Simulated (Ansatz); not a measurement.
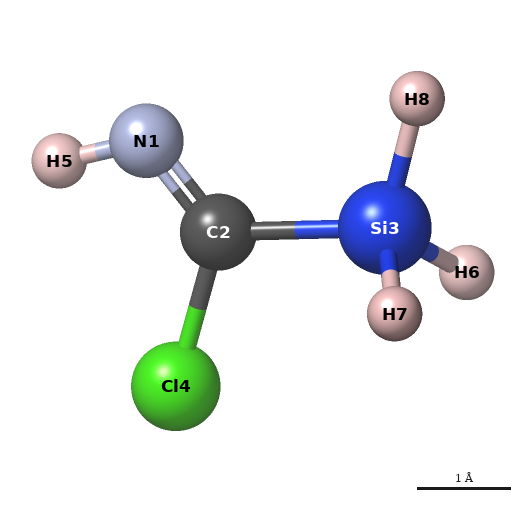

The atoms are numbered. The geometry was computed by an optimisation with PBE-D4/def2-SVP. No frequency run is at hand to confirm it as a minimum.

List the bonds and their lengths.

| bond | length (Å) | order |
| --- | --- | --- |
| N1–C2 | 1.262 | double |
| N1–H5 | 1.036 | single |
| C2–Si3 | 1.910 | single |
| C2–Cl4 | 1.821 | single |
| Si3–H6 | 1.501 | single |
| Si3–H7 | 1.501 | single |
| Si3–H8 | 1.499 | single |
